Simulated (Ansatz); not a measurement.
Structure (in its standard cell), the end point of a relaxation with Ansatz 0.2.0, DFT, PAW plane waves, pbe; the starting structure was generated, so it need not be a known form of this composition:

```
Cl Cu Zn
1.0
    12.23160    0.00000    0.00000
     0.00000    7.55491    0.00000
     0.00000    0.00000    7.55740
Cl Cu Zn
16 4 8
Direct
  0.72574 0.00000 0.50000
  0.77426 0.00000 0.00000
  0.27426 0.00000 0.50000
  0.22574 0.00000 0.00000
  0.00000 0.70478 0.70435
  0.00000 0.79522 0.20435
  0.00000 0.29522 0.29565
  0.00000 0.20478 0.79565
  0.22574 0.50000 0.50000
  0.27426 0.50000 0.00000
  0.77426 0.50000 0.50000
  0.72574 0.50000 0.00000
  0.50000 0.20478 0.70435
  0.50000 0.29522 0.20435
  0.50000 0.79522 0.29565
  0.50000 0.70478 0.79565
  0.50000 0.00000 0.50000
  0.00000 0.00000 0.00000
  0.00000 0.50000 0.50000
  0.50000 0.50000 0.00000
  0.90138 0.00000 0.50000
  0.59862 0.00000 0.00000
  0.09862 0.00000 0.50000
  0.40138 0.00000 0.00000
  0.40138 0.50000 0.50000
  0.09862 0.50000 0.00000
  0.59862 0.50000 0.50000
  0.90138 0.50000 0.00000
```

What does the kinematic electron diffraction pattern along [001] look like at 200 kV (B = 0.5 Å²)?

Answer. The spots form a rectangular net whose two shortest vectors correspond to d = 6.12 Å and 3.78 Å, 90.0° apart. They are 2 0 0 and 0 2 0. The pattern has symmetry 2mm. The lattice centring (C) removes all reflections that break h + k = 2n; a glide plane extinguishes reflections such as 1 -1 0, 1 1 0, 3 -1 0; reflections such as 6 0 0 are allowed but too weak to see at this display level.

Strongest reflections with d > 1.33 Å, one of each family (|F|² from tabulated Gaussian fits of the electron scattering factors, times a small damping for the curvature of the Ewald sphere):

| hkl | d (Å) | I (strongest = 100) |
| --- | --- | --- |
| 0 4 0 | 1.889 | 100 |
| 0 2 0 | 3.777 | 98 |
| 4 0 0 | 3.058 | 49 |
| 2 0 0 | 6.116 | 37 |
| 6 2 0 | 1.794 | 30 |
| 8 0 0 | 1.529 | 29 |

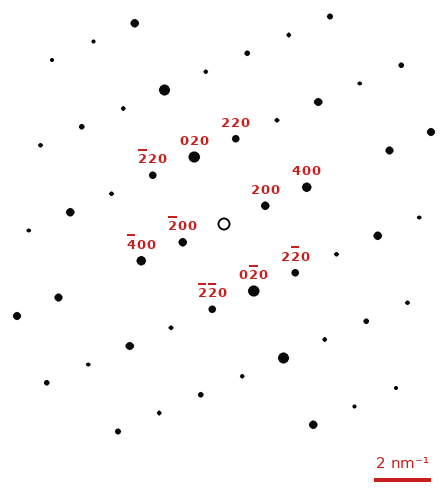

Calculated pattern, seen from the source side with [001] pointing towards the source.
